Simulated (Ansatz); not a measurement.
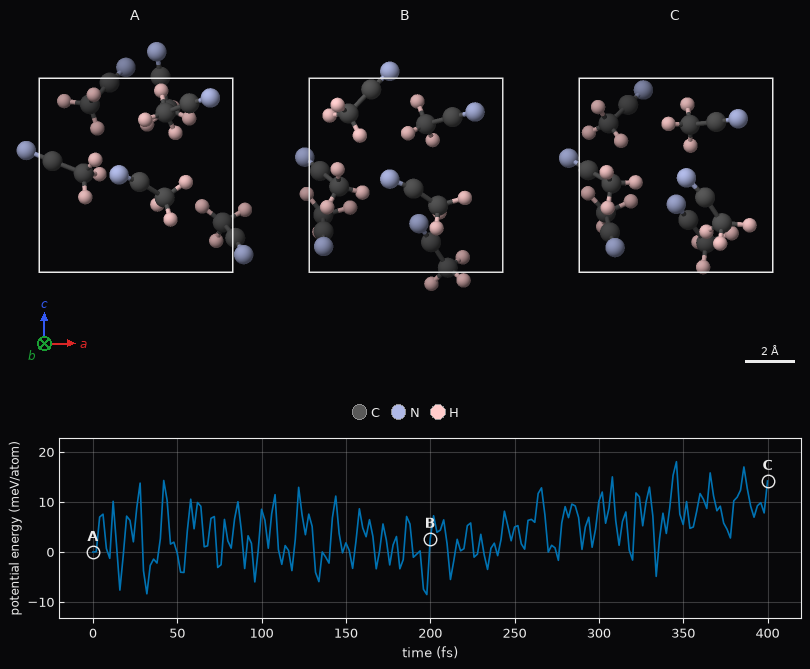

First-principles dynamics of a periodic cell with 6 CH3CN at 0.784 g/cm³, 400 fs long. It starts from the last geometry of an earlier run, with fresh velocities. Frames (A at 0 fs, B at 200 fs, C at 400 fs) and the history of the run. A ball-and-stick model of the simulation cell, seen along the b axis. Atoms that leave the cell re-enter on the other side.

These are results of Ansatz, DFT PBE-D3(BJ), scalar-relativistic, plane waves, PAW, not measurements. Run with plane-wave cutoff 420 eV; k-point mesh 1 × 1 × 1; Fermi-Dirac smearing 0.02 eV; low-accuracy preset; Nosé-Hoover thermostat (NVT); set temperature 350 K; time step 2 fs; H given the mass 2.014 u; thermostat time 200.0 fs.

Input file:
```yaml
accuracy: low
crystal:
  lattice:
    - [8.051748, 0.0, 0.0]
    - [0.0, 8.051748, 0.0]
    - [0.0, 0.0, 8.051748]
  atoms:
    - { symbol: C, position: [0.64412407, 0.29229841, 0.38005574] }
    - { symbol: C, position: [0.51487128, 0.17526579, 0.46034546] }
    - { symbol: "N", position: [0.40855717, 0.08433614, 0.49753506] }
    - { symbol: H, position: [0.7535246, 0.28814334, 0.45964547] }
    - { symbol: H, position: [0.67403723, 0.21861871, 0.26696299] }
    - { symbol: H, position: [0.60647351, 0.42534959, 0.34432557] }
    - { symbol: C, position: [0.22636719, 0.49336989, 0.50514731] }
    - { symbol: C, position: [0.06529342, 0.52259632, 0.56807579] }
    - { symbol: "N", position: [-0.06977963, 0.55300275, 0.62293355] }
    - { symbol: H, position: [0.30782618, 0.60077137, 0.50102737] }
    - { symbol: H, position: [0.28637193, 0.38409312, 0.574871] }
    - { symbol: H, position: [0.23466446, 0.44583848, 0.38236243] }
    - { symbol: C, position: [0.25827848, 0.93707835, 0.86152033] }
    - { symbol: C, position: [0.35981521, 1.04358478, 0.97328185] }
    - { symbol: "N", position: [0.44396068, 1.13133726, 1.05188675] }
    - { symbol: H, position: [0.27857985, 0.80704344, 0.91092215] }
    - { symbol: H, position: [0.12591653, 0.97655993, 0.87794904] }
    - { symbol: H, position: [0.29683088, 0.95952443, 0.73697092] }
    - { symbol: C, position: [0.66326144, 0.79718309, 0.83657323] }
    - { symbol: C, position: [0.6225142, 0.74621926, 1.00352413] }
    - { symbol: "N", position: [0.6032442, 0.68371812, 1.13260744] }
    - { symbol: H, position: [0.77038073, 0.7229062, 0.78899615] }
    - { symbol: H, position: [0.55314356, 0.79070239, 0.75744045] }
    - { symbol: H, position: [0.68673555, 0.93270941, 0.84507984] }
    - { symbol: C, position: [0.64828226, 0.35980175, 0.81832478] }
    - { symbol: C, position: [0.77186015, 0.23433181, 0.86658192] }
    - { symbol: "N", position: [0.87979905, 0.13794901, 0.89414695] }
    - { symbol: H, position: [0.62623682, 0.44026377, 0.93156135] }
    - { symbol: H, position: [0.69972636, 0.43390543, 0.71388823] }
    - { symbol: H, position: [0.54375189, 0.29013487, 0.781378] }
    - { symbol: C, position: [0.94355614, 0.86059852, 0.25209726] }
    - { symbol: C, position: [1.00801733, 0.72040603, 0.17268903] }
    - { symbol: "N", position: [1.05159549, 0.6143559, 0.08595921] }
    - { symbol: H, position: [0.83713028, 0.83692166, 0.33499202] }
    - { symbol: H, position: [1.05832163, 0.91430591, 0.31706375] }
    - { symbol: H, position: [0.91010804, 0.94815587, 0.15710117] }
basis:
  ecutwfc: 420.0
kpoints:
  mp_grid: { grid: [1, 1, 1] }
hamiltonian:
  xc: pbe
  dispersion: d3bj
scf:
  occupations: { method: fermi_dirac, width: 0.02 }
  lower_state_search: "off"
  max_iter: 70
md:
  timestep: 2.0
  n_steps: 200
  ensemble: nvt_nose_hoover
  temperature: 350.0
  initial_velocities: maxwell_boltzmann
  seed: 843660
  nose_hoover: { tau: 200.0, chain_length: 3 }
  masses: [{ species: H, mass: 2.014 }]
```

Command:
```bash
ansatz run input.yaml --threads 1 --pin off --max-ram 3072MiB --backend cpu --events-out ev --progress --plain --runs-dir out
```

**Describe the run.**

Root-mean-square distances from the starting positions over the second half, with the common drift of all atoms taken out: H 1.76 Å, C 1.26 Å, N 1.06 Å. The molecules turn and drift from their places. Over the second half the temperature averages 349 K (spread ±30 K). The potential energy in the second half lies on average 6.1 meV per atom above the first frame. The conserved quantity stays between −0.83 and 2.5 meV per atom of its start. A straight-line fit has a slope that amounts to +0.25 meV per atom over 400 fs (0.6 % of the mean kinetic energy), and the ripple about it is 14 % of the kinetic energy's fluctuation. That is tolerable for a short run, though not tight (an offset or drift over 2 % of the kinetic energy, or a ripple over 7 %). The time step of 2 fs is long for the fastest vibrations here (lightest element hydrogen).

Limits of the set-up: the program's low-accuracy preset was used; masses were changed (H 2.014 u), which shifts the vibrations; the periodic images lie only 8.1 Å apart, so the values are limited by the cell's size.
